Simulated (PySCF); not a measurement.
**C4H15NOSi3: density, localisation and related maps**

The calculation's input:

```
{"job": {"kind": "nmr", "xc": "PBE0", "basis": "pcSseg-1"}, "charge": 0, "multiplicity": 1}
C     -0.462354     2.938891     0.016441
C      0.302805     1.903991     0.324700
Si     0.211151     0.214407    -0.511513
O     -0.911517    -0.735320     0.178423
C     -2.262845    -0.437287     0.369564
C     -3.042826    -0.427583    -0.936852
N      1.645662    -0.716981    -0.248267
Si     1.467533    -2.327073     0.402640
Si     3.186417     0.015430    -0.559089
H     -1.200478     2.882448    -0.768619
H     -0.393605     3.891360     0.521678
H      1.031367     2.025798     1.118203
H     -0.031914     0.367821    -1.954283
H     -2.358560     0.537050     0.864315
H     -2.659431    -1.209913     1.036644
H     -2.892155    -1.368651    -1.459482
H     -2.694445     0.382518    -1.571551
H     -4.103055    -0.293110    -0.739175
H      2.810121    -2.911586     0.374781
H      0.984096    -2.275899     1.783936
H      0.566625    -3.099380    -0.450855
H      3.808791     0.439328     0.700744
H      2.946057     1.179765    -1.410220
H      4.040825    -0.956260    -1.241143
```

Run with:

```sh
OMP_NUM_THREADS=1 python probes_run.py task.json out
```

Geometry: GFN2-xTB.

Theory: PBE0/pcSseg-1, SCF density, gas phase, non-relativistic (PySCF).

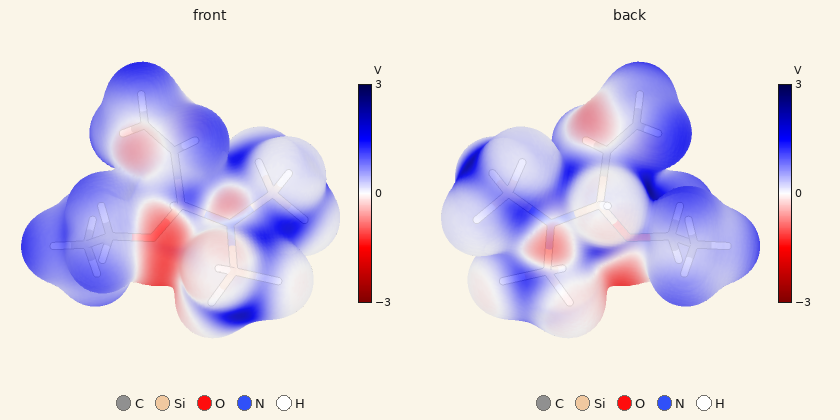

Figure 1. The molecular electrostatic potential painted on the density surface at 0.004 e/bohr³, seen from the front and from behind; red is negative and blue positive.

Question: Where is the surface potential most negative and most positive?

Answer: The most negative region (about −1.1 V) lies over O4, the most positive (about +2.1 V) over Si3, Si8 and Si9. O4 is the likeliest acceptor of a hydrogen bond.

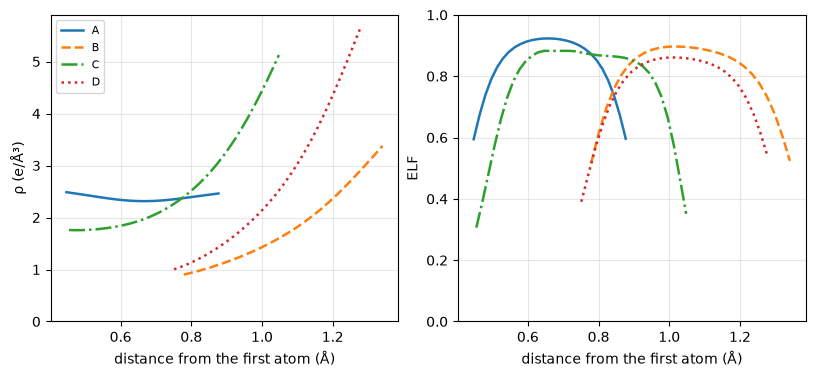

Figure 2. Electron density and ELF along straight lines between neighbouring atoms. The curves leave out the atomic cores.

Question: Which curve belongs to which contact (C–C, C–O, Si–N and Si–O)? The first atom named is at distance zero.

Answer: Curve A: C–C (1.32 Å): the density is about 2.3 e/Å³ at the midpoint; the ELF peaks at about 0.90 between the atoms (a short, multiple covalent bond). Curve B: Si–N (1.73 Å): ρ at the midpoint is about 1.1 e/Å³; the ELF peaks at about 0.90 between the atoms, as expected for a polar covalent bond. Curve C: C–O (1.40 Å): the density is about 2.1 e/Å³ at the midpoint, with its minimum of 1.8 e/Å³ about 0.5 Å from C; the ELF peaks at about 0.90 between the atoms, as expected for a shared but strongly polarised pair. Curve D: Si–O (1.62 Å): the density is about 1.2 e/Å³ at the midpoint; the ELF peaks at about 0.85 between the atoms, as expected for a short, strongly polar bond.
